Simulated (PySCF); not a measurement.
**C₃H₁₀O₄Si₃: density, localisation and related maps**

```xyz
20

C     3.8063   -0.1175   -0.3145
C     2.3584   -0.3580   -0.6383
O     1.9823   -0.8706   -1.6789
O     1.5457    0.0318    0.3150
C     0.1614   -0.2337    0.0544
Si   -0.2907   -0.2866   -1.8092
O    -1.6718    0.6103   -1.3303
Si   -1.2380    1.0796    0.1700
O    -2.3648    0.7983    1.2787
Si   -3.6128   -0.0529    1.8799
H     4.2244   -1.0285    0.1107
H     4.3513    0.1151   -1.2247
H     3.8981    0.6843    0.4117
H    -0.0905   -1.1485    0.5990
H    -0.7210   -1.5739   -2.3142
H     0.3143    0.6641   -2.7265
H    -0.8668    2.4750    0.2859
H    -3.0851   -0.6741    3.0953
H    -4.6336    0.9540    2.1605
H    -4.0723   -1.0573    0.9237
```

Geometry: GFN2-xTB.

Theory: PBE0/pcSseg-1, SCF density, gas phase, non-relativistic in PySCF 2.14.0.

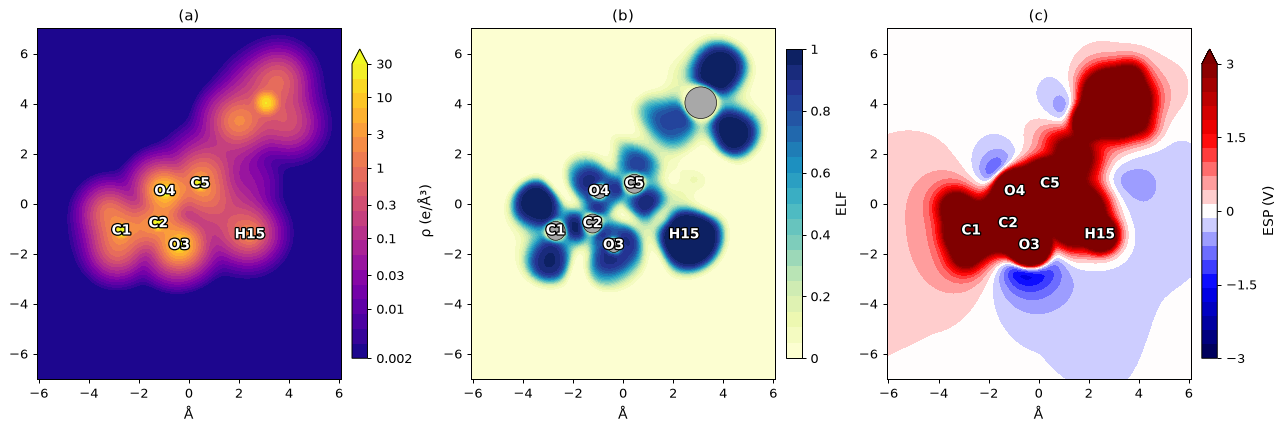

Figure 1. (a) total electron density; (b) ELF; (c) molecular electrostatic potential on the plane of atoms C2, O4 and C5. Grey discs cover the atomic cores in the ELF map.

### What do the fields say about this system?

- Atoms in the plane: C, O and H.
- C–O (1.22 Å): the density is about 3.2 e/Å³ at the midpoint; the ELF peaks at about 0.85 between the atoms (a multiple bond).
- C–C (1.50 Å): the density is about 1.7 e/Å³ at the midpoint; the ELF peaks at about 0.95 between the atoms (a covalent bond).
- C–O (1.31 Å): ρ is about 2.6 e/Å³ halfway; the ELF peaks at about 0.90 between the atoms: a shared but strongly polarised pair.
- The ELF also peaks beside O3, away from the bonds: lone-pair regions.
- Outside the dense part of the molecule the potential is most negative (−1.6 V) near O3.

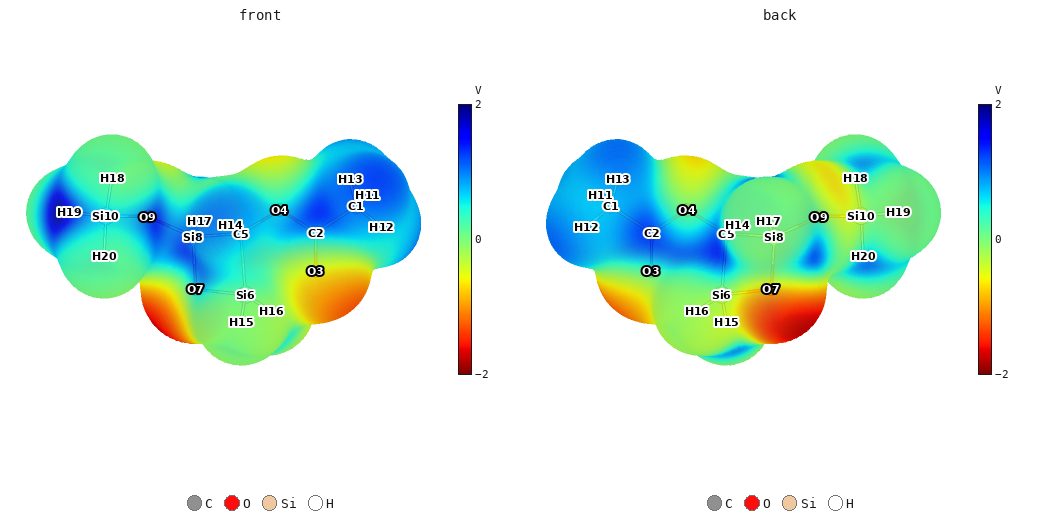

Figure 2. The electrostatic potential painted on the density surface at 0.002 e/bohr³, seen from the front and from behind; the colour scale runs from red (negative) to blue (positive).

### Describe the electrostatic potential map.

The most negative region (about −1.8 V) lies over O7, the most positive (about +1.6 V) over Si10. O7 is the likeliest acceptor of a hydrogen bond.
